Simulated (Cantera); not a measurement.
A closed system holds: 1 mol CCl₄, 0.043 mol CH₄, 14 mol H₂, equilibrated at 72000 Pa.

Cantera equilibrium calculation (NASA polynomials, part measured and part estimated; ideal gas, pure solids and liquids). Candidate condensed phases: C, C₆H₆, C₇H₈, C₈H₁₈; 91 gas species. Kinetics and transport are ignored.

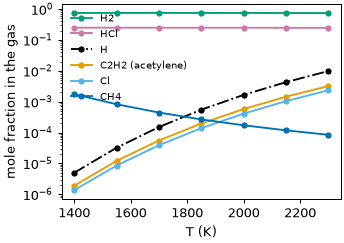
Figure: Equilibrium gas composition (values under 1e-9 drawn at 1e-9)

Problem. Read off the mole fractions at 1400 K.

Solution. H₂ about 0.75, HCl about 0.25, CH₄ about 0.0017, H about 5.0e-6, C₂H₂ (acetylene) about 1.9e-6, Cl about 1.4e-6.
